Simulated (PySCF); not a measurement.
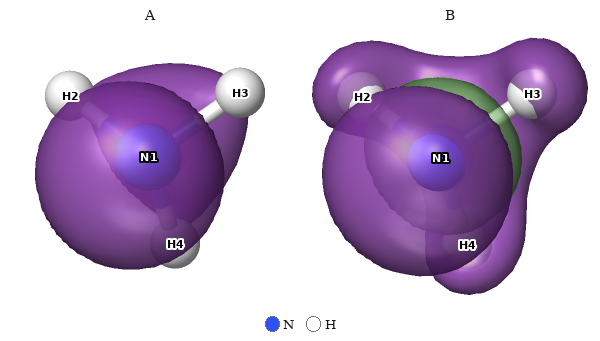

*H$_{3}$N, SMILES `N`. The Fukui function f⁻ from two separate SCF calculations and the density of the HOMO, at ±0.06 e/Å³ (purple positive, green negative).*

Level of theory: BP86/6-311+G** (PySCF), at a geometry from GFN2-xTB. No frequency check shows the geometry to be a minimum.

Input script:

```python
import numpy as np
from pyscf import gto, scf, dft
from pyscf.scf import atom_ks, atom_hf
from scipy.linalg import block_diag

def solve(mol, dm0=None, hcore=None):
    mf = (dft.UKS if mol.spin else dft.RKS)(mol, xc='bp86')
    mf.grids.level = 3
    mf = mf.density_fit(auxbasis='def2-universal-jkfit')
    mf.conv_tol, mf.max_cycle = 1e-8, 80
    if hcore is not None:
        mf.get_hcore = lambda *args: hcore
    mf.kernel(dm0)
    if not mf.converged:
        mf = mf.newton().run(mf.mo_coeff, mf.mo_occ, max_cycle=30)
    assert mf.converged, 'SCF not converged'
    return mf

mol = gto.M(atom='''
N      0.00002    -0.00002     0.11002
H      0.87174    -0.36201    -0.25676
H     -0.74953    -0.57379    -0.25671
H     -0.12233     0.93596    -0.25667
''', basis='6-311+g**', charge=0, spin=0, verbose=4)
mf = solve(mol)
out = dict(e0=mf.e_tot, dm0=mf.make_rdm1(), c=mf.mo_coeff, occ=mf.mo_occ, eps=mf.mo_energy)
for name, dq, spin in [('cation', 1, 1), ('anion', -1, 1)]:
    ion = mol.copy().set(charge=mol.charge + dq, spin=spin).build()
    mi = solve(ion)
    if spin and dq > 0 and mol.nao < 130:
        c, _, stable, _ = mi.stability(return_status=True)
        if not stable:
            mi = solve(ion, mi.make_rdm1(c, mi.mo_occ))
    print(name, 'vertical energy change / eV', (mi.e_tot - mf.e_tot) * 27.211386)
    out.update({'e_' + name: mi.e_tot, 'dm_' + name: mi.make_rdm1(), 's2_' + name: mi.spin_square()[0], 'eps_' + name: mi.mo_energy, 'occ_' + name: mi.mo_occ})
# spherically averaged free atoms, for the promolecule
atm = atom_ks.get_atm_nrks(mol, xc='bp86')
pro = block_diag(*[(atm[a[0]][2] * atm[a[0]][3]) @ atm[a[0]][2].T for a in mol._atom])
np.savez('result.npz', pro=pro, **out)
```

Command:

```sh
OMP_NUM_THREADS=1 python input.py
```

The run took 18 s on 1 thread of Arm Neoverse V2, with other jobs on the host, peak memory 0.23 GiB.

Partitions, critical points and surface values were worked out afterwards from this run's density.

Which panel is which, and how good is the frozen-orbital picture?

B is f⁻ (it has negative regions), A the HOMO density. The HOMO lies on N1 (79 %) and H2, H3 and H4 (7 % each); f⁻ (Hirshfeld-condensed) is largest on N1 (0.54); the vertical ionisation energy is 10.97 eV. Relaxation shifts 25 % of the electron between atoms. The orbital energy is −6.15 eV.
